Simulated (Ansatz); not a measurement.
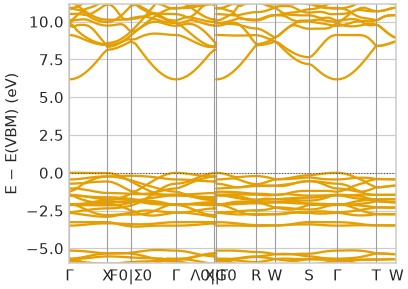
*Band structure from plane-wave PAW r²SCAN (Ansatz code)*

Question: Read off the gap and where the band edges lie.

Answer: About 6.2 eV (6.18 eV by a search for the band edges); maximum at Γ, minimum at Γ.

The material is SiO₂ in space group Imma (No. 74; Si on 8h, O on 4e, O on 8g, O on 4a).

The workflow started from a Materials Project entry (that database holds measured and hypothetical structures alike); the Crystallography Open Database copy checked does not list it. It is not the phase usual at ambient conditions (space group No. 92, 152, 154). The cell was relaxed with r²SCAN under the symmetry of its start. At this level the phase is dynamically unstable (imaginary phonons).

Potentials: the earlier of the program's two PAW sets.
